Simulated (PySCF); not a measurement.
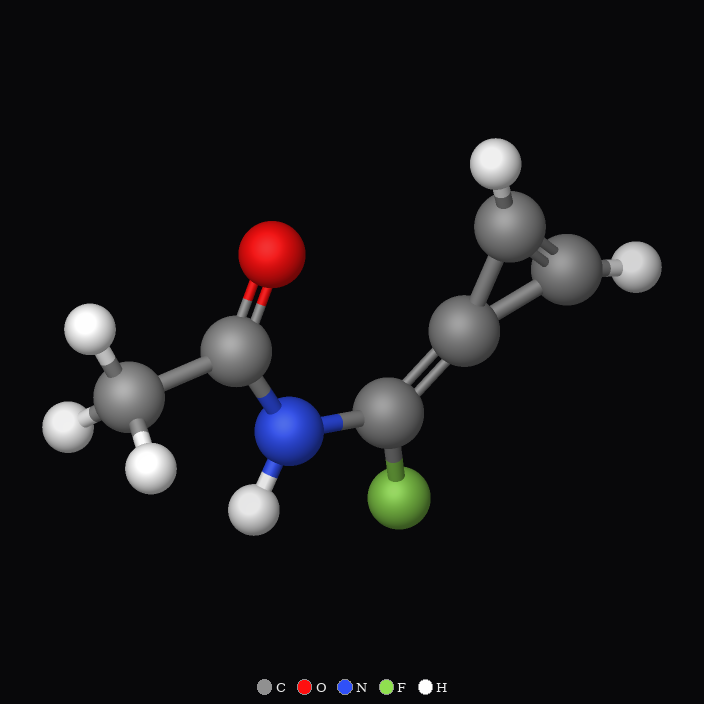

The geometry was computed by an optimisation with GFN2-xTB. No frequency run is at hand to confirm it as a minimum.

Draw it as a skeletal formula.

SMILES: CC(=O)NC(F)=C1C=C1

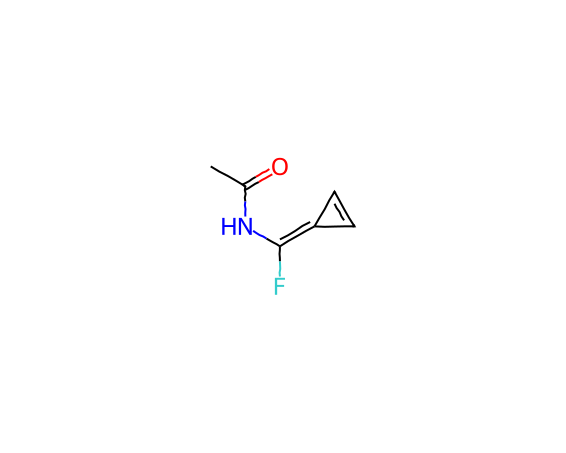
